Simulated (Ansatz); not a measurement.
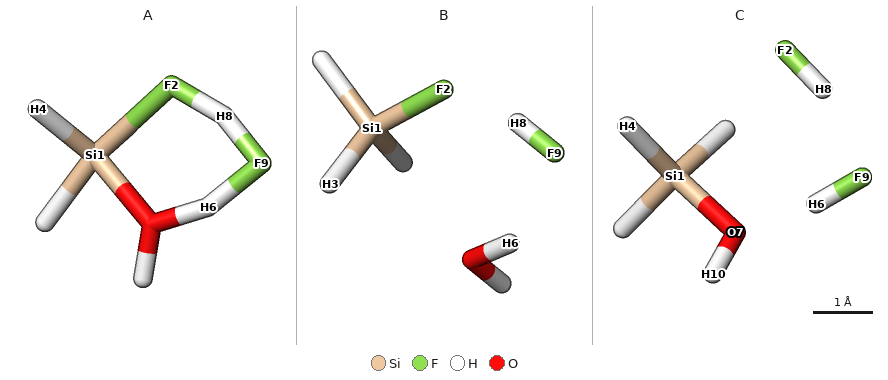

Three geometries of SiH6OF2: a saddle point and the two minima that it joins, in shuffled order. The picture is a stick view, seen at a tilt. Sticks join atoms that are closer than about 1.2 times the sum of their covalent radii (a little more with hydrogen).

Stationary points at PBE0-D4/def2-TZVP, single-point energies with CCSD(T)/CBS, CAM-B3LYP-D4, SPW92 (LDA), PBE-QIDH, wB97M-V, BLYP-D4 (def2-TZVPP where no basis is named; Ansatz 0.2.0). The energies are electronic, without zero-point or thermal terms, and both ends are the minima reached downhill from the saddle, with any fragments still in contact. CCSD(T)/CBS stands for a frozen-core estimate: MP2 correlation extrapolated from def2-TZVPP and def2-QZVPP, CCSD(T) minus MP2 from the smaller set.

Which frame is the transition state, what reaction does it lead through, and what barrier is to be expected?

Answer. Frame A is the saddle point. Counted by bonded pieces, B holds HF + H₂O + SiH₃F and C holds HF + HF + SiH₄O. From B over the saddle to C, bonds form: O–Si (2.90 → 1.78 → 1.68 Å), F–H (1.69 → 1.15 → 0.94 Å), F–H (1.97 → 1.26 → 0.96 Å). Bonds break: F–Si (1.63 → 1.98 → 3.25 Å), H–O (0.97 → 1.10 → 1.55 Å), F–H (0.94 → 1.13 → 1.66 Å). The saddle has one imaginary mode, 531i cm⁻¹. With CCSD(T)/CBS the barrier is 21.8 kcal/mol from B and 16.1 kcal/mol from C, and C lies 5.6 kcal/mol above B.

| level | barrier from B (kcal/mol) | barrier from C (kcal/mol) | C less B (kcal/mol) |
| --- | --- | --- | --- |
| CCSD(T)/CBS | 21.8 | 16.1 | 5.6 |
| CAM-B3LYP-D4 | 17.7 | 12.8 | 4.9 |
| SPW92 (LDA) | 0.0 | −1.0 | 1.0 |
| PBE-QIDH | 18.5 | 14.0 | 4.5 |
| wB97M-V | 18.7 | 13.0 | 5.7 |
| BLYP-D4 | 17.9 | 13.2 | 4.8 |

Against CCSD(T)/CBS, wB97M-V comes closest on the barrier from B (−3.1 kcal/mol) and SPW92 (LDA) misses most (−21.8 kcal/mol).
